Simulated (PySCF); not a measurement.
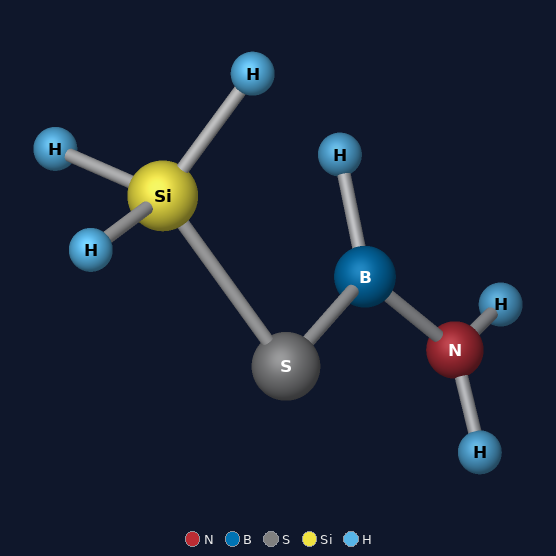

Computed geometry: PBE0-D3(BJ)/def2-SVP optimisation. No frequency run is at hand to confirm it as a minimum.

> What is the molecular formula?

BH₆NSSi, 10 atoms: 1 boron, 6 hydrogen, 1 nitrogen, 1 sulfur and 1 silicon.

> Count the bonded pairs by element.

3 Si–H, 2 N–H, 1 B–N, 1 B–S, 1 S–Si, 1 B–H.

> Does it have rings?

It has no ring.

> Name some functional groups or characteristic bonds that it holds.

Among them: Si–H bond, B–H bond.

> Write the SMILES.

NBS[SiH3]

The parts below concern this one geometry. Atoms keep their numbers from picture to picture.

Shape

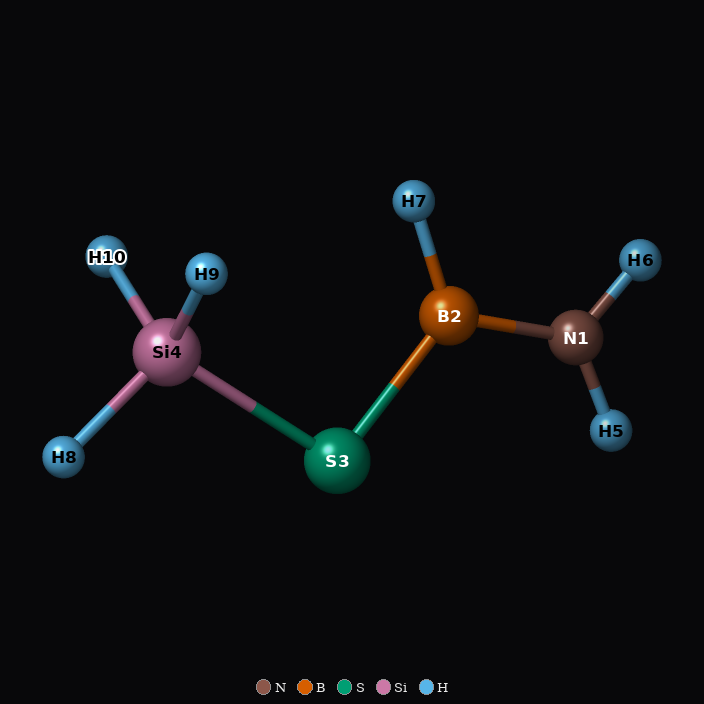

Atoms carry their numbers in the input. No frequency run is at hand to confirm it as a minimum.

What are the angles B2–N1–H5, B2–N1–H6, N1–B2–S3, N1–B2–H7, S3–B2–H7, B2–S3–Si4, S3–Si4–H8, S3–Si4–H9, S3–Si4–H10?

```tsv
angle	degrees
B2–N1–H5	123.7
B2–N1–H6	122.1
N1–B2–S3	119.6
N1–B2–H7	119.6
S3–B2–H7	120.8
B2–S3–Si4	98.7
S3–Si4–H8	106.4
S3–Si4–H9	111.4
S3–Si4–H10	111.5
```

Polarisability

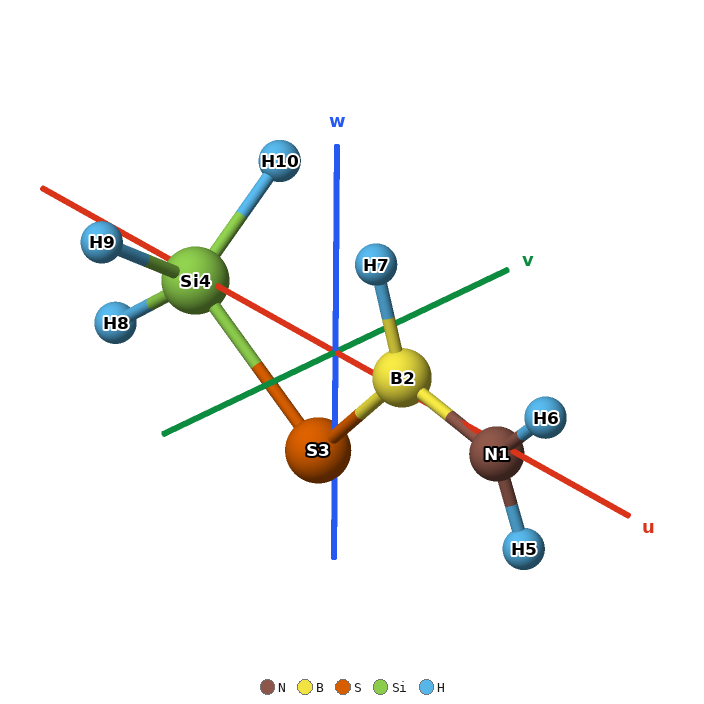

The lines u, v and w are the principal axes of the static dipole polarisability. No frequency run is at hand to confirm it as a minimum. Method: PBE0/6-31+G* (PySCF 2.14.0).

> Along which axis is the molecule most polarisable, and along which least?

Most along u (close to the long direction N1···Si4), least along v.

> Give the three principal values.

u 86.4, v 50.6, w 62.3 bohr³; mean 66.4, anisotropy 31.6 bohr³.

Excitation

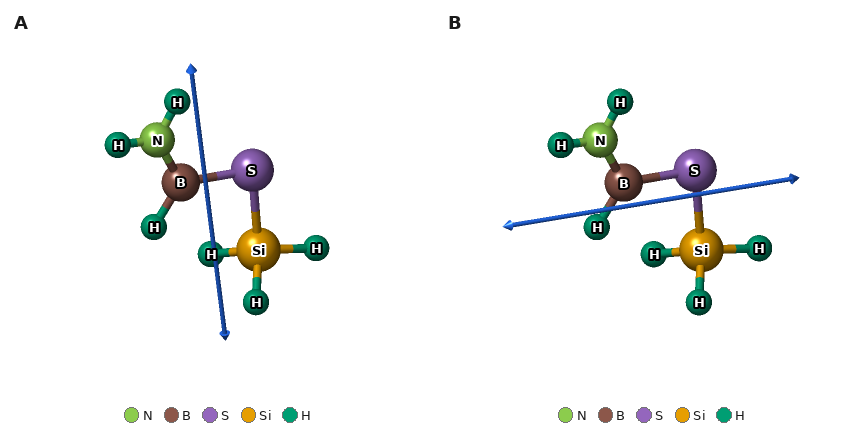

The double arrows show the directions of two transition dipoles from the ground state (lengths mean nothing). No frequency run is at hand to confirm it as a minimum. Method: TDDFT PBE0/6-31+G*, vertical, gas phase, core orbitals frozen in the response (PySCF 2.14.0).

> One belongs to singlet state 7 and one to singlet state 9. Which is which?

A: state 7, 7.26 eV (171 nm), oscillator strength 0.12, mainly HOMO−1 → LUMO (weight 0.89).
B: state 9, 7.61 eV (163 nm), oscillator strength 0.026, mainly HOMO → LUMO+6 (weight 0.92).

Core levels

No frequency run is at hand to confirm it as a minimum. Properties computed with delta-SCF UKS SCAN, pcX-2 on the ionised atom, pcseg-1 elsewhere, non-relativistic (PySCF 2.14.0).

Give the core-electron binding energies (to vacuum; p and d levels without spin–orbit splitting) of N1 1s, B2 1s, S3 1s, S3 2p, Si4 1s, Si4 2p.

| atom | level | binding energy (eV) |
| --- | --- | --- |
| N1 | 1s | 405.2 |
| B2 | 1s | 196.1 |
| S3 | 1s | 2468.6 |
| S3 | 2p | 169.0 |
| Si4 | 1s | 1842.6 |
| Si4 | 2p | 107.3 |
